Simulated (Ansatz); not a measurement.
**A computed series for MoTe2: pressure series**

The reference is MoTe2 in the 2H-MoS2 type structure (space group P6_3/mmc, No. 194; layered, stacked along the Cartesian z axis).

```xyz
6
Lattice="3.4966 0.0000 0.0000 -1.7483 3.0282 0.0000 0.0000 0.0000 13.6958" Properties=species:S:1:pos:R:3 pbc="T T T"
Mo     0.0000     2.0188    10.2719
Mo     1.7483     1.0094     3.4240
Te     0.0000     2.0188     1.6069
Te     1.7483     1.0094     8.4548
Te     1.7483     1.0094    12.0890
Te     0.0000     2.0188     5.2411
```

Cell and atoms are relaxed at each pressure.

Computed with Kohn–Sham DFT with the PBE-D3(BJ) functional, run in Ansatz (a quantum-chemistry and plane-wave program) with PAW and 420 eV plane waves, no spin-orbit coupling.

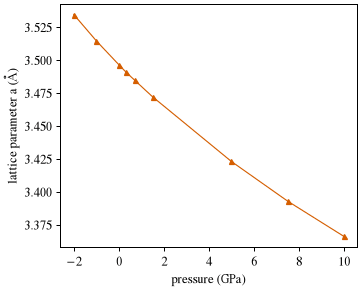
Fig. 1. Lattice parameter a against pressure

Problem. From the plot, what is the lattice parameter a for pressure −2 GPa?

Solution. About 3.53 Å.

Problem. Is the trend monotonic over the range shown?

Solution. Yes, it falls throughout, spanning 3.366 Å to 3.535 Å.

The mesh was chosen for an insulator and is coarse for the gapless case. Load acts through the strain it causes; cell and atoms are relaxed under it. No phonon test of stability was made. No other phases were tried under pressure. The final runs are not spin-polarised. The D3 term's C6 switches between coordination references near this geometry, which can add small steps to energies.
